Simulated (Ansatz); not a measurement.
# Calculations on HfNH$_{4}$OBrCl$_{2}$

### Relaxation

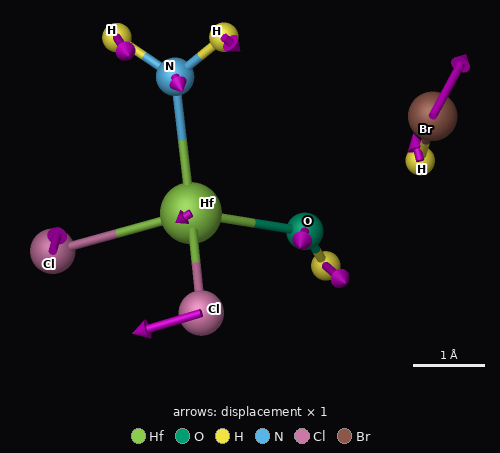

A relaxation of HfNH₄OBrCl₂. The starting structure is drawn; purple arrows show the displacements, at their true length. The two geometries are superimposed by the best rigid fit.

The picture is a ball-and-stick view, seen at a tilt.

The run prepares an end point of a later path (reaction) calculation, from a guessed geometry.

All numbers below come from Ansatz 0.2.0, RHF/def2-SVP. Set-up: no spin polarisation; force threshold 0.03 eV/Å; at most 50 steps.

### What did the optimiser do to the structure, and how much energy did it gain?

The Br atom moves most after the best rigid fit: 1.43 Å. Largest moves by element: Br 1.43 Å, Cl 1.07 Å, H 0.86 Å, O 0.52 Å, N 0.33 Å, Hf 0.27 Å. Near-neighbour distances that change, for instance: Hf–O 2.021 → 1.930 Å, Br–H 1.491 → 1.411 Å, Cl–Hf 2.380 → 2.397 Å. Among the angles between lasting bonds that change: Hf–O–H 141.6° → 155.4°, O–Hf–N 111.2° → 105.2°, N–Hf–Cl 105.0° → 110.0°. Groups turn about Hf–N by about 55°. Over 22 accepted moves (27 points after the start) the energy falls by 5.35 kcal/mol. The largest force component goes from 1.5 to 0.0093 eV/Å. The line search rejected the trial steps at points 2, 7, 9, 16, 26 of the run. The forces were under the threshold at step 11, but the run went on from there.

Limits of the set-up: the start holds two separate molecules, 2.2 Å apart at their closest, whose relative position is a soft coordinate and is computed without a dispersion correction; Hartree-Fock leaves out electron correlation.

### Relaxation

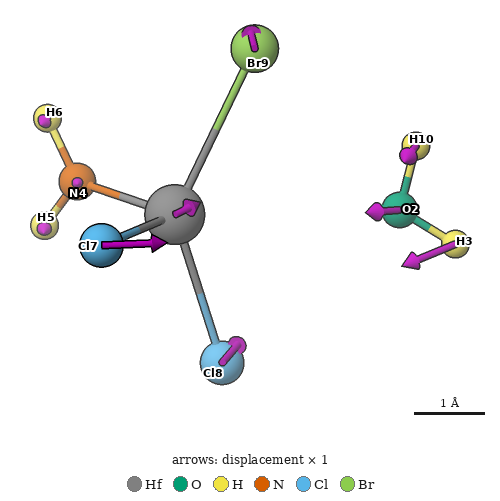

A relaxation of HfNH4OBrCl2. The starting structure is drawn; purple arrows show the displacements, at their true length. The two geometries are superimposed by the best rigid fit.

The picture is a ball-and-stick view, seen at a tilt.

The run prepares an end point of a later path (reaction) calculation, from a guessed geometry.

These are results of RHF/def2-SVP (Ansatz 0.2.0), not measurements.

Input file:
```yaml
crystal:
  periodic: [false, false, false]
  atoms:
    - { symbol: Hf, position_ang: [0.355356, 0.525807, -0.333093] }
    - { symbol: O, position_ang: [-0.425879, 0.100171, 2.797106] }
    - { symbol: H, position_ang: [-0.947013, -0.366467, 3.43231] }
    - { symbol: "N", position_ang: [2.064953, 0.05196, -1.249763] }
    - { symbol: H, position_ang: [2.262016, -0.802627, -1.742931] }
    - { symbol: H, position_ang: [2.824543, 0.699448, -1.387949] }
    - { symbol: Cl, position_ang: [-1.030604, 1.698299, -1.86267] }
    - { symbol: Cl, position_ang: [-0.640112, -1.627493, -0.120295] }
    - { symbol: Br, position_ang: [1.226852, 2.418296, 1.339934] }
    - { symbol: H, position_ang: [-0.060813, 0.884007, 3.233852] }
basis:
  gaussian: { orbitals: def2-SVP }
hamiltonian:
  xc: hf
relax:
  f_tol: 0.03
  max_steps: 50
output:
  orbitals: {}
```

Run as
```bash
ansatz run input.yaml --threads 4 --pin off --max-ram 5120MiB --backend cpu --events-out ev --progress --plain --runs-dir out
```

### What did the optimiser do to the structure, and how much energy did it gain?

The largest move after the best rigid fit is that of Cl7, 0.97 Å. Largest moves by element: Cl 0.97 Å, H 0.93 Å, Br 0.84 Å, O 0.68 Å, Hf 0.52 Å, N 0.15 Å. Among the contacts that change: Hf1–H3 4.083 → 3.019 Å, Hf1–O2 3.254 → 2.380 Å, Hf1–H10 3.609 → 3.030 Å, Hf1–Br9 2.672 → 2.596 Å. New bonds form, among them: Hf1–O2 (3.25 → 2.38 Å). Among the angles between lasting bonds that change: N4–Hf1–Cl8 100.6° → 94.6°, Cl7–Hf1–Br9 104.1° → 109.9°, Cl7–Hf1–Cl8 105.1° → 110.8°. The energy falls by 17.1 kcal/mol in 18 accepted moves (20 points after the start). The largest force component goes from 1.1 to 0.014 eV/Å. The line search rejected the trial steps at points 12, 15 of the run. The run took 69 s on 4 threads of Intel(R) Xeon(R) Platinum 8259CL CPU @ 2.50GHz (Skylake/Cascade Lake) (shared host), peak memory 0.51 GiB.

Limits of the set-up: the start holds two separate molecules, 2.8 Å apart at their closest, whose relative position is a soft coordinate and is computed without a dispersion correction; Hartree-Fock leaves out electron correlation.

### Path

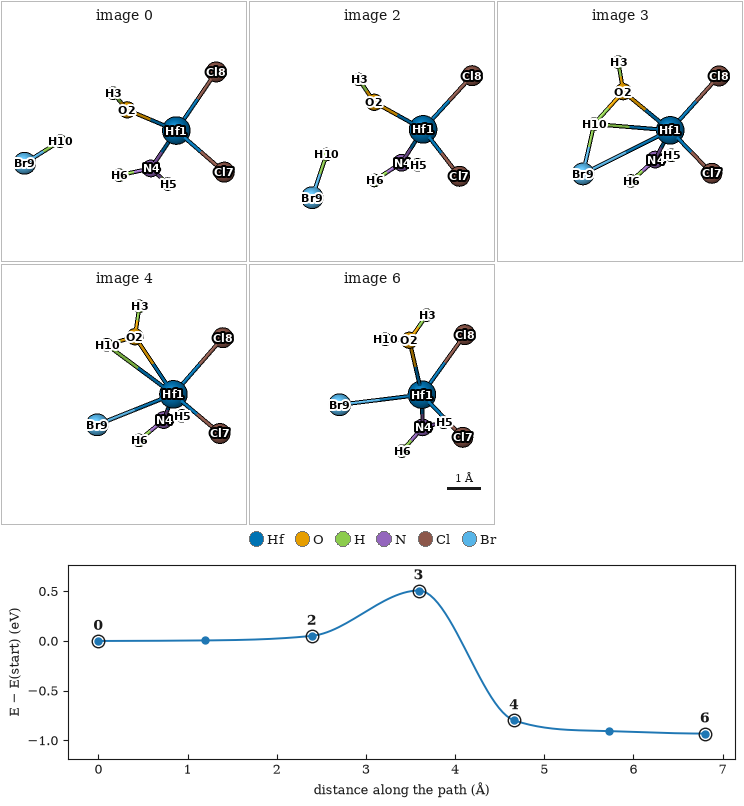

A nudged-elastic-band calculation for HfNH₄OBrCl₂, made up at the start of HfNH$_{3}$OCl$_{2}$ and HBr. Images are numbered from 0 (start) to 6 (end). The picture is a ball-and-stick view, seen from a free direction.

Method: RHF/def2-SVP (Ansatz). Settings: 5 movable images; climbing image; force threshold 0.05 eV/Å; iteration limit 60; starting path through a guess of the saddle point.

Q: Describe the mechanism and the energy profile.

A: Breaking: Br9–H10 (1.41 → 1.58 at the top → 3.05 Å). Forming: Hf1–Br9 (4.79 → 3.16 at the top → 2.60 Å), O2–H10 (2.36 → 1.36 at the top → 0.95 Å). The highest point, image 3, lies 0.51 eV above the start and 1.44 eV above the end; the end is at −0.93 eV relative to the start. The band converged in 24 iterations. The largest component of the band force went from 6.9 to 0.041 eV/Å. The climbing image converged on the top of the path. Its vibrational analysis gives one imaginary mode (1094i cm⁻¹), as a transition state must have.

Limits of the set-up: the start holds two separate molecules, 2.4 Å apart at their closest, whose relative position is a soft coordinate and is computed without a dispersion correction; Hartree-Fock leaves out electron correlation.
